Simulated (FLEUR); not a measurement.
Band structure of GaAg (Pm-3m, 2 atoms in the cell).

```
CELL_PARAMETERS angstrom
      3.31723     0.00000     0.00000
      0.00000     3.31723     0.00000
      0.00000     0.00000     3.31723
ATOMIC_POSITIONS crystal
  Ga 0.50000 0.50000 0.50000
  Ag 0.00000 0.00000 0.00000
```

Method of the run: PBEsol, all-electron FLAPW (FLEUR), scalar-relativistic valence.

Settings: Kmax = 4 1/bohr; GmaxXC = 16 1/bohr; xcFunctional = PBEs; jspins = 1; l_soc = F; mode = hist; fermiSmearingEnergy = 0.00999582 Htr; mesh (inpgen div1-3) = 13 13 13; inpgen gamma flag = false; Gmax = 16 1/bohr; numbands = 0; maxIterBroyd = 25; imix = Anderson; alpha = 0.05.

The starting cell comes from a database of computed structures (which also holds hypothetical and non-ambient phases and stackings), without a prior relaxation at this level. Values depend on the basis (sphere radii, cutoffs, local orbitals), which need not be converged.

These are the values that this program gave, and no reference: the default basis lacks the next d shell.

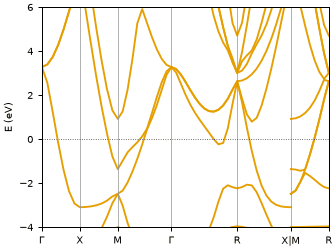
Bands along the path, energies from the Fermi level.

Levels in eV from the Fermi level, bands 12 to 19:
```json
[
 {"point": "Γ", "12": "-4.41", "13": "-4.41", "14": "-4.41", "15": "3.27", "16": "3.27", "17": "3.27", "18": "6.05", "19": "9.87"},
 {"point": "X", "12": "-4.98", "13": "-4.98", "14": "-4.40", "15": "-3.10", "16": "7.04", "17": "7.04", "18": "8.65", "19": "9.95"},
 {"point": "M", "12": "-4.73", "13": "-4.00", "14": "-2.49", "15": "-2.49", "16": "-1.37", "17": "0.92", "18": "7.13", "19": "11.21"},
 {"point": "R", "12": "-3.97", "13": "-3.97", "14": "-2.24", "15": "2.63", "16": "2.63", "17": "2.63", "18": "3.01", "19": "3.01"}
]
```
